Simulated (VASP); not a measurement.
Band structure of LaS (space group Fm-3m). All values below come from SCAN meta-GGA, VASP's PBE PAW potentials (set 64) (plane waves; VASP).

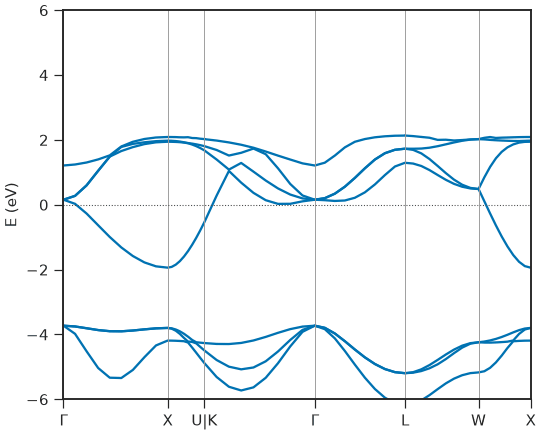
Figure. Bands along high-symmetry lines, zero at the valence-band maximum or, without a gap, the Fermi level

Q: Read the plot: is there a gap, and where are the band edges?

A: It has no gap at this level: it comes out as a metal or semimetal.

The structure comes from a measured LaS entry (Fm-3m) of the Crystallography Open Database, whose conditions weren't checked. It was relaxed first. The electron count is odd and the run is not spin-polarised, which forces a metal.
